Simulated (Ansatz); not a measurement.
The calculation's input:

```
crystal:
  periodic: [false, false, false]
  atoms:
    - {symbol: C, position_ang: [-1.420337, 1.359534, 0.216974]}
    - {symbol: C, position_ang: [1.303710, -0.427776, 1.292047]}
    - {symbol: Al, position_ang: [-0.169315, -0.137549, 0.025181]}
    - {symbol: O, position_ang: [-0.759969, -1.591541, -0.803323]}
    - {symbol: O, position_ang: [0.814445, 0.056416, -1.732109]}
    - {symbol: H, position_ang: [-0.893669, 2.305800, 0.428535]}
    - {symbol: H, position_ang: [-2.029261, 1.518147, -0.688844]}
    - {symbol: H, position_ang: [-2.122765, 1.199893, 1.053743]}
    - {symbol: H, position_ang: [0.914381, -0.677672, 2.294490]}
    - {symbol: H, position_ang: [1.936780, 0.467005, 1.424422]}
    - {symbol: H, position_ang: [1.962043, -1.263785, 0.998860]}
    - {symbol: H, position_ang: [-1.660817, -1.916302, -0.800395]}
    - {symbol: H, position_ang: [0.353533, -0.778906, -1.996106]}
    - {symbol: H, position_ang: [1.758342, -0.142565, -1.684675]}
basis:
  gaussian:
    orbitals: def2-SVPD
hamiltonian:
  xc: {name: PBE0}
output: {forces: true, orbitals: {seedname: orbitals}}
```

Run with:

```sh
ansatz run input.yaml --threads 2 --pin off --max-ram 5220MiB --events-out events.jsonl --progress --plain --runs-dir runs
```

Geometry: PBE0-D4/def2-SVP.

The calculation used Ansatz, isolated molecule in a Gaussian basis; Kohn-Sham density functional theory, functional PBE0.

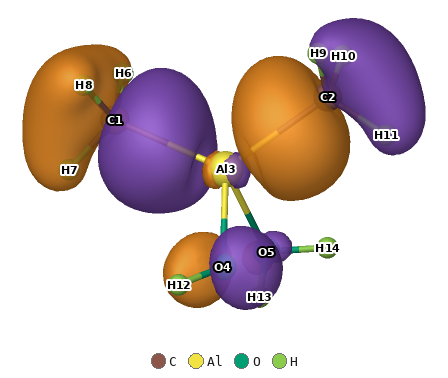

C₂H₉AlO₂ (SMILES [CH3][Al-]([CH3])([OH])[OH2+]). One frontier orbital at ±0.1 Å⁻³ᐟ² (orange and purple are the two phases), seen across its widest extent.

### Which orbital is it: HOMO or LUMO?

The HOMO, at −7.13 eV. By Hirshfeld shares it lies mainly on C1 (about 30 %), C2 (about 30 %), Al3 (about 15 %) and O4 (about 10 %).
